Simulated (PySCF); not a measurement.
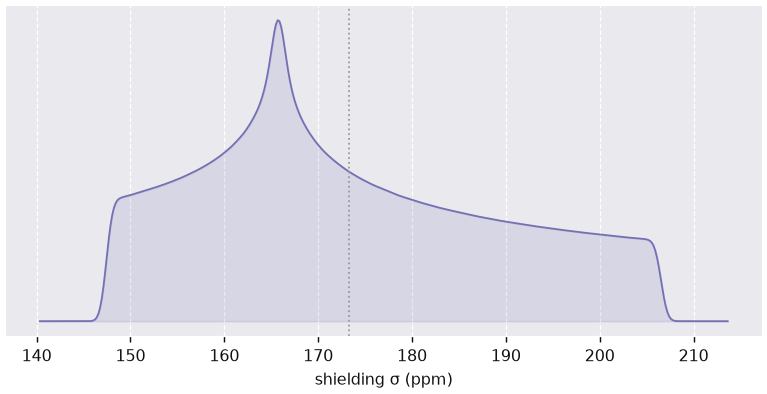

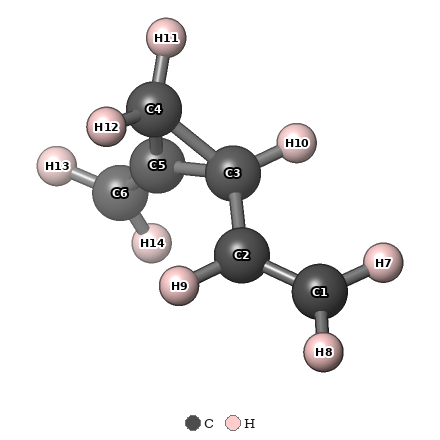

Static powder pattern (¹³C) from GIAO shielding tensors of C₆H₈, SMILES C=C[C@@H]1CC1=C, PBE0/pcSseg-1 in PySCF 2.14.0, at a GFN2-xTB geometry (no frequency check); absolute shielding, one fixed geometry of the isolated molecule without any motion, no dipolar terms. The dotted line is the isotropic value; skew is 3(σiso − σ22)/span.

**The pattern belongs to C4. Give the principal values, span and skew.**

C4: σ11, σ22, σ33 = 147, 166, 207 ppm, isotropic 173, span 59 ppm, skew 0.38.

Caveats: the tight-binding geometry is rougher than a DFT one and adds to the error; one conformer of a flexible molecule.
